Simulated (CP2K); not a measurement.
# CH4F2Si (SMILES FC(F)[SiH3]) at MNDO

Aim: the vertical electron affinity of CH4F2Si at MNDO, from 2 runs. 

The results are computed with CP2K 2026.2.

3 further runs of the same task are left out: 1 that didn't finish, 2 set aside as unsound or not needed.

### Step 1. The system as given

CH4F2Si: 8 atoms, total charge 0, spin state singlet. SMILES: `FC(F)[SiH3]`. Geometry: relaxed at GFN2-xTB.

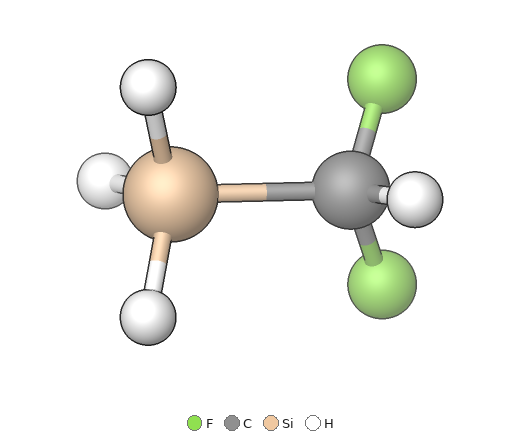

Viewed from a chosen angle; fluorine green, carbon grey, silicon light orange, hydrogen white.

### Step 2. Energy and gradient at MNDO

calc.inp reads:

```
&GLOBAL
   PROJECT_NAME calc
   RUN_TYPE ENERGY_FORCE
   PRINT_LEVEL MEDIUM
&END GLOBAL

&FORCE_EVAL
   METHOD Quickstep
   &DFT
      &QS
         METHOD MNDO
         EPS_DEFAULT 1.0E-10
         &SE
            &COULOMB
               CUTOFF [angstrom] 50
               RC_RANGE [angstrom] 0
            &END COULOMB
            &EXCHANGE
               CUTOFF [angstrom] 50
               RC_RANGE [angstrom] 0
            &END EXCHANGE
         &END SE
      &END QS
      &POISSON
         PERIODIC NONE
         POISSON_SOLVER ANALYTIC
      &END POISSON
      &SCF
         SCF_GUESS ATOMIC
         EPS_SCF 1.0E-07
         MAX_SCF 50
         &OT
            MINIMIZER DIIS
            PRECONDITIONER FULL_ALL
         &END OT
         &OUTER_SCF
            EPS_SCF 1.0E-07
            MAX_SCF 10
         &END OUTER_SCF
      &END SCF
      &PRINT
         &MOMENTS
            PERIODIC F
            REFERENCE COM
            MAX_MOMENT 1
         &END MOMENTS
         &MO_CUBES
            NLUMO 3
            NHOMO -1
            WRITE_CUBE F
         &END MO_CUBES
         &HIRSHFELD OFF
         &END HIRSHFELD
      &END PRINT
   &END DFT
   &SUBSYS
      &CELL
         ABC 19.5 18.3 19
         PERIODIC NONE
      &END CELL
      &COORD
         F     10.672365     8.520580    11.007710
         C     10.631695     9.322670     9.905920
         F     11.487855     8.763790     9.003640
         Si     8.835685     9.388840     9.181330
         H     11.070425    10.286610    10.200860
         H      8.012145     9.978140    10.233100
         H      8.464145     8.013390     8.872360
         H      8.929575    10.231730     7.992290
      &END COORD
   &END SUBSYS
   &PRINT
      &FORCES ON
      &END FORCES
   &END PRINT
&END FORCE_EVAL
```

Launch:

```sh
$ OMP_NUM_THREADS=1 cp2k.psmp -i calc.inp > calc.out 2>&1
```

The log of the run:

```text
CP2K| version string:                                       CP2K version 2026.2
[...]
 GLOBAL| Method name                                                        CP2K
[...]
 GLOBAL| Run type                                                   ENERGY_FORCE
[...]
                             - Atoms:                                          8
[...]
                             - Spherical basis functions:                     20
[...]
 Number of electrons:                                                         26
[...]
     1 OT DIIS     0.15E+00    0.0     0.34010668       -41.0896147815 -4.11E+01
[...]
     9 OT DIIS     0.15E+00    0.0     0.00000002       -45.2583055558 -7.18E-13
  *** SCF run converged in     9 steps ***
  Core-core repulsion energy [eV]:                           1676.11737346310315
  Core Hamiltonian energy [eV]:                             -2019.73327106641591
  Two-electron integral energy [eV]:                        -1775.85045514396802
  Electronic energy [eV]:                                   -2907.65849863840003
  Total energy [eV]:                                        -1231.54112517529666
  Atomic reference energy [eV]:                              1227.11914132109996
  Heat of formation [kcal/mol]:                              -101.97337826092203
[...]
 SE_DIPOLE| Moment [Debye]          2.46473974      -1.87247996       0.76902627
 SE_DIPOLE| Derivative [a.u.]       0.00000000       0.00000000       0.00000000
 *** WARNING in qs_scf_post_se.F:140 :: Printing of MO cube files not ***
 *** implemented for Semi-Empirical method.                           ***
 ENERGY| Total FORCE_EVAL ( QS ) energy [hartree]            -45.258305555767230
 FORCES| Atomic forces [hartree/bohr]
 FORCES|   Atom     x               y               z               |f|
 FORCES|      1  1.27296283E-03 -4.09836555E-04 -2.77464327E-03   3.08010481E-03
 FORCES|      2 -1.64661818E-02 -2.79761939E-02 -1.02757627E-02   3.40498732E-02
 FORCES|      3 -1.01257685E-03 -1.12013983E-03  2.83341817E-03   3.21065159E-03
 FORCES|      4 -9.02816038E-04  2.91746798E-03 -3.22773918E-04   3.07097366E-03
 FORCES|      5  1.75689899E-03  2.57906825E-02  3.91349303E-03   2.61450077E-02
 FORCES|      6  1.57690612E-02 -1.22488530E-02 -2.49768858E-02   3.19772187E-02
 FORCES|      7  4.78519496E-03  3.10649417E-02  5.55994546E-03   3.19192996E-02
 FORCES|      8 -5.20254328E-03 -1.80180690E-02  2.60432090E-02   3.20930834E-02
 FORCES| Sum    -1.27675648E-15  7.21644966E-16 -2.01227923E-15
 FORCES| Total atomic force                                       2.49000929E-15
[...]
```

Run time: 1.1 s. Hardware: 1 thread of Intel Xeon 6975P-C (Granite Rapids), shared host; peak memory 0.18 GiB.

### Step 3. The doublet anion

run.inp reads:

```
&FORCE_EVAL
    METHOD Quickstep
    &DFT
        CHARGE -1
        MULTIPLICITY 2
        UKS T
        &QS
            METHOD MNDO
            EPS_DEFAULT 1.0E-10
            &SE
                &COULOMB
                    CUTOFF [angstrom] 50
                    RC_RANGE [angstrom] 0
                &END COULOMB
                &EXCHANGE
                    CUTOFF [angstrom] 50
                    RC_RANGE [angstrom] 0
                &END EXCHANGE
            &END SE
        &END QS
        &POISSON
            PERIODIC NONE
            POISSON_SOLVER ANALYTIC
        &END POISSON
        &SCF
            SCF_GUESS ATOMIC
            EPS_SCF 1.0E-07
            MAX_SCF 40
            &OT
                MINIMIZER CG
                PRECONDITIONER FULL_SINGLE_INVERSE
            &END OT
            &OUTER_SCF
                EPS_SCF 1.0E-07
                MAX_SCF 10
            &END OUTER_SCF
        &END SCF
        &PRINT
            &MOMENTS
                PERIODIC F
                REFERENCE COM
                MAX_MOMENT 1
            &END MOMENTS
            &MO_CUBES
                NLUMO 3
                NHOMO -1
                WRITE_CUBE F
            &END MO_CUBES
            &HIRSHFELD OFF
            &END HIRSHFELD
        &END PRINT
    &END DFT
    &SUBSYS
        &CELL
            ABC 19.5 18.3 19
            PERIODIC NONE
        &END CELL
        &COORD
            F     10.672365     8.520580    11.007710
            C     10.631695     9.322670     9.905920
            F     11.487855     8.763790     9.003640
            Si     8.835685     9.388840     9.181330
            H     11.070425    10.286610    10.200860
            H      8.012145     9.978140    10.233100
            H      8.464145     8.013390     8.872360
            H      8.929575    10.231730     7.992290
        &END COORD
    &END SUBSYS
    &PRINT
        &FORCES ON
        &END FORCES
    &END PRINT
&END FORCE_EVAL

&GLOBAL
    PROJECT run
    RUN_TYPE ENERGY_FORCE
    PRINT_LEVEL MEDIUM
&END GLOBAL
```

Launch:

```sh
$ OMP_NUM_THREADS=1 cp2k.psmp -i run.inp -o run.out
```

The log of the run:

```text
CP2K| version string:                                       CP2K version 2026.2
[...]
 GLOBAL| Method name                                                        CP2K
[...]
 GLOBAL| Run type                                                   ENERGY_FORCE
[...]
                             - Atoms:                                          8
[...]
                             - Spherical basis functions:                     20
[...]
 Number of electrons:                                                         14
[...]
     1 OT CG       0.80E-01    0.0     0.18192033       -41.2606897436 -4.13E+01
[...]
    33 OT CG       0.29E+00    0.0     0.00000007       -45.2251442711 -8.03E-13
  *** SCF run converged in    33 steps ***
  Core-core repulsion energy [eV]:                           1676.11737346310315
  Core Hamiltonian energy [eV]:                             -2051.22726385207125
  Two-electron integral energy [eV]:                        -1711.05774067882612
  Electronic energy [eV]:                                   -2906.75613419148431
  Total energy [eV]:                                        -1230.63876072838116
  Atomic reference energy [eV]:                              1227.11914132109996
  Heat of formation [kcal/mol]:                               -81.16435812232814
[...]
 SE_DIPOLE| Moment [Debye]         -1.53273016      -0.30933441      -0.66946791
 SE_DIPOLE| Derivative [a.u.]       0.00000000       0.00000000       0.00000000
 *** WARNING in qs_scf_post_se.F:140 :: Printing of MO cube files not ***
 *** implemented for Semi-Empirical method.                           ***
 ENERGY| Total FORCE_EVAL ( QS ) energy [hartree]            -45.225144271076154
 FORCES| Atomic forces [hartree/bohr]
 FORCES|   Atom     x               y               z               |f|
 FORCES|      1  6.04445825E-03 -3.52435814E-03  2.27329139E-03   7.35693071E-03
 FORCES|      2  6.00385831E-03 -2.82843678E-02 -1.20788963E-03   2.89397784E-02
 FORCES|      3  6.18187235E-03 -3.52501204E-03  1.97640924E-03   7.38562449E-03
 FORCES|      4 -2.97350776E-02  7.83232833E-03 -1.13427722E-02   3.27746654E-02
 FORCES|      5  2.74469762E-03  2.64636150E-02  4.39894656E-03   2.69667761E-02
 FORCES|      6  9.21894468E-03 -7.28966864E-03 -1.59408399E-02   1.98050142E-02
 FORCES|      7  3.44376341E-03  1.92125588E-02  3.66775174E-03   1.98603708E-02
 FORCES|      8 -3.90251698E-03 -1.08850956E-02  1.61751028E-02   1.98833824E-02
 FORCES| Sum    -1.83186799E-15  3.33066907E-16 -7.21644966E-16
 FORCES| Total atomic force                                       1.99685887E-15
[...]
```

Run time: 1.7 s. Hardware: 1 thread of Intel Xeon 6975P-C (Granite Rapids), shared host; peak memory 0.18 GiB.

### Step 4. Results

Level: MNDO.

| quantity | value |
| --- | --- |
| singlet CH4F2Si: total energy | -45.25831 Eh |
| singlet CH4F2Si: dipole moment | 3.19 D |
| singlet CH4F2Si: heat of formation at this unrelaxed shape | -102.0 kcal/mol |
| singlet CH4F2Si: largest force on an atom | 1.751 eV/Å |
| doublet anion: total energy | -45.22514 Eh |
| doublet anion: heat of formation at this unrelaxed shape | -81.2 kcal/mol |
| doublet anion: largest force on an atom | 1.685 eV/Å |
| vertical electron affinity (to the doublet anion) | -0.902 eV |

What this shows: The anion lies 0.90 eV (20.8 kcal/mol) above the neutral: the electron isn't bound at this level. The largest force (singlet CH4F2Si) is 1.75 eV/Å: the shape isn't a stationary point for this species at this level.
